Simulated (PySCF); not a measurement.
C₈H₁₁ClSi

```
atom    x (Å)    y (Å)    z (Å)
   C  -2.3585  -1.2593   0.8175
   C  -1.5949  -0.1461   0.1942
   C  -1.8736   1.1583   0.3054
  Cl  -3.2010   1.8043   1.2171
   C  -1.0084   2.1055  -0.3838
   C   0.0031   1.5745  -1.0774
  Si  -0.0513  -0.3015  -0.9008
   C   1.4196  -1.0220   0.0297
   C   2.8064  -0.4995  -0.2249
   C   2.1304  -0.1982   1.0692
   H  -1.7074  -1.8341   1.4756
   H  -2.7266  -1.9366   0.0472
   H  -3.2041  -0.8887   1.3936
   H  -1.2176   3.1620  -0.3041
   H   0.7005   2.1824  -1.6277
   H  -0.3063  -1.0155  -2.1571
   H   1.3606  -2.0830   0.2396
   H   2.9281   0.3018  -0.9369
   H   3.6244  -1.2047  -0.2256
   H   2.4820  -0.6927   1.9626
   H   1.7856   0.8101   1.2409
```

Geometry: GFN2-xTB.

Method: PySCF 2.14.0, PBE0/pcSseg-1, SCF density, gas phase, non-relativistic.

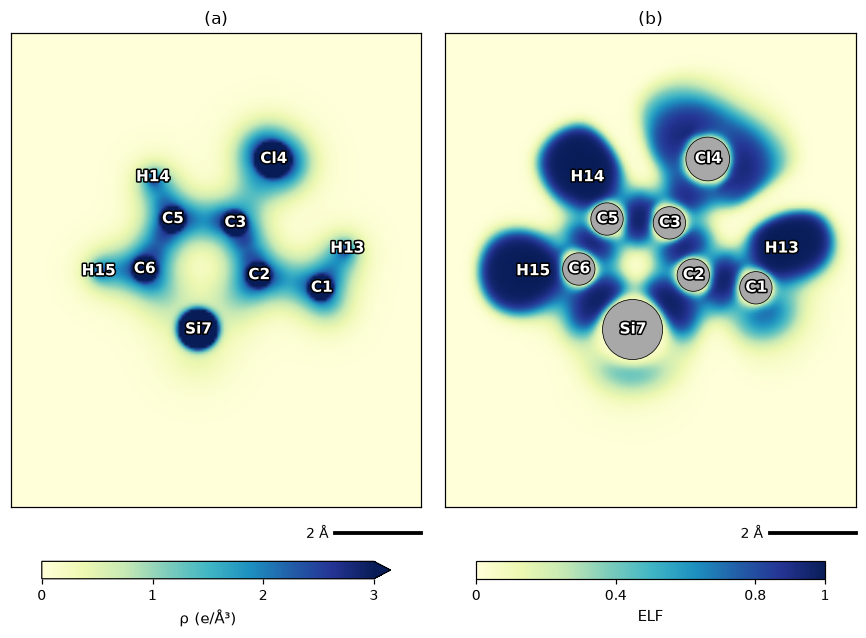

Figure 1. (a) electron density; (b) ELF on the plane of atoms C5, C6 and H15. Grey discs cover the atomic cores in the ELF map.

### Read the bonding off the picture.

- The plane passes through C, Cl, Si and H nuclei.
- C–C (1.34 Å): ρ at the midpoint is about 2.3 e/Å³; the ELF peaks at about 0.90 between the atoms (a multiple bond).
- C–Cl (1.74 Å): ρ is about 1.4 e/Å³ halfway; the ELF peaks at about 0.90 between the atoms: localised, covalent bonding.
- C–Si (1.90 Å): ρ at the midpoint is about 0.91 e/Å³; the ELF peaks at about 0.95 between the atoms, as expected for localised, covalent bonding.
- C–H (1.08 Å): ρ is about 2 e/Å³ halfway; the ELF climbs to about 1 towards the hydrogen, as it does in any bond to H: a covalent bond by its length.
- C–C (1.46 Å): the density is about 1.9 e/Å³ at the midpoint; the ELF peaks at about 0.95 between the atoms; localised, covalent bonding.
- The ELF also peaks beside Cl4, away from the bonds: lone-pair regions.

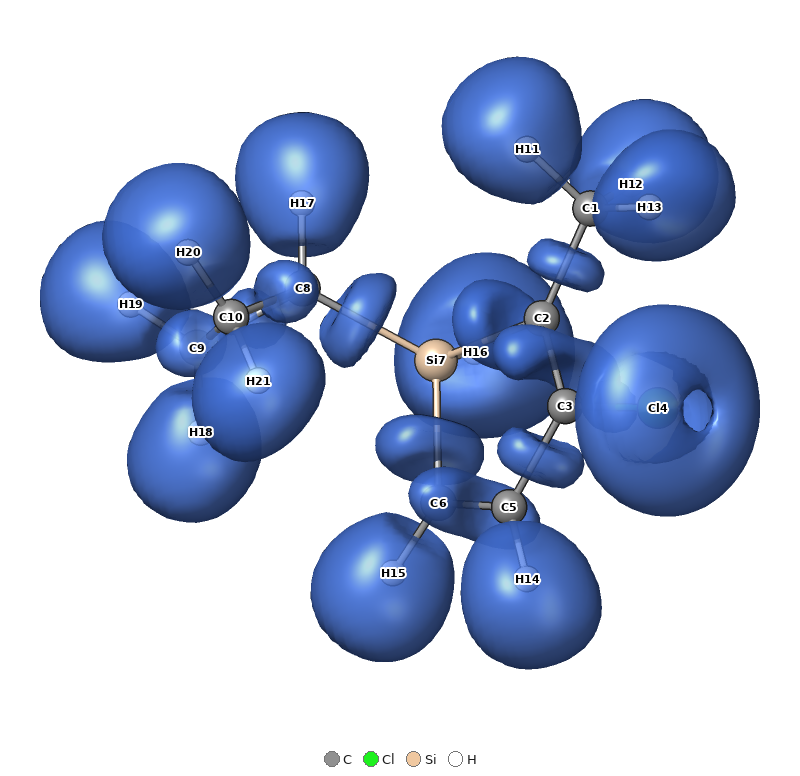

Figure 2. Isosurface of the ELF at 0.8 (blue), seen at a tilt. Only the valence region is drawn (cores and ρ < 0.01 e/Å³ removed).

### Where are the electrons localised?

At this value the surface marks out seven regions between bonded C–C atoms (shared pairs), one region between bonded C–Cl atoms (shared pairs), three regions between bonded C–Si atoms (shared pairs), eleven regions around hydrogen nuclei and one ring or bowl of non-bonding electrons around Cl.

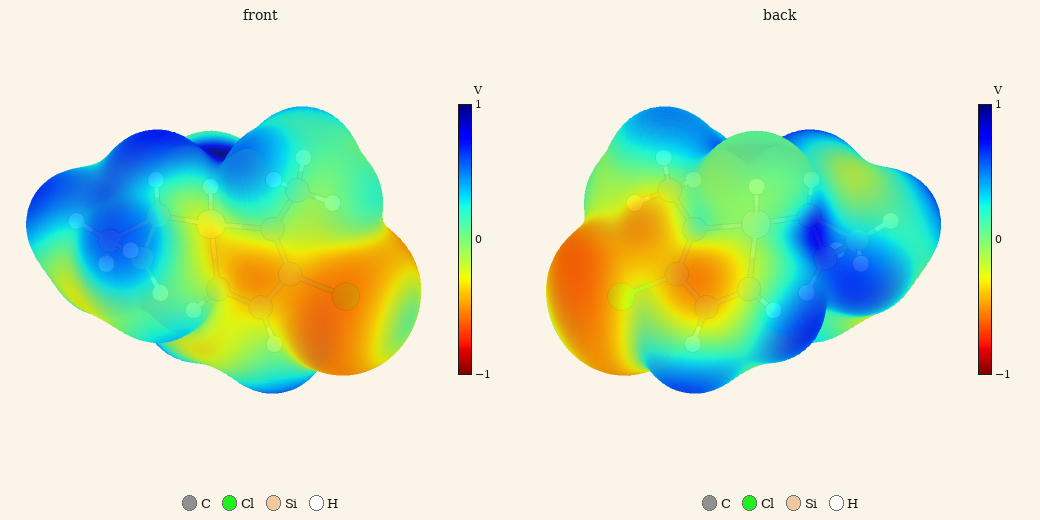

Figure 3. The electrostatic potential painted on the density surface at 0.001 e/bohr³, seen from the front and from behind; red is negative and blue positive.

### Where is the surface potential most negative and most positive?

The most negative region (about −0.6 V, or −14 kcal/mol for a unit charge) lies over Cl4, the most positive (about +0.8 V, or +18 kcal/mol for a unit charge) over Si7.
